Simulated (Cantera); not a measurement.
Feed: 1 mol Ta2O5, a varied amount of H2, equilibrated at 1273 K and 0.00133 bar.

Method: chemical equilibrium by Gibbs-energy minimisation in Cantera with the NASA 1993 tables (ideal gas, pure condensed phases). Candidate condensed phases: H2O, Ta, Ta2O5; 12 gas species. Mutual solubility and eutectic melting of coexisting phases are not modelled. Condensed phases not in the tables: N, O or C dissolved in the metal. Equilibrium is a limit: real reactors are often held back by kinetics, nucleation or transport.

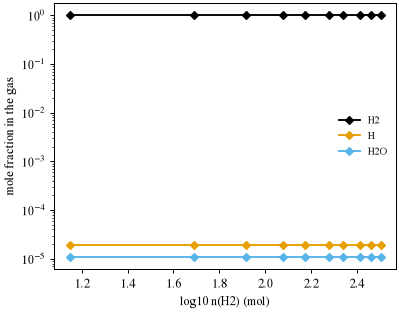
Figure: Equilibrium gas composition (values under 1e-9 drawn at 1e-9)

At 14 mol H2 the condensed part is Ta2O5(s). From 49 mol H2 to 320 mol H2 the condensed part is Ta(s) + Ta2O5(s).
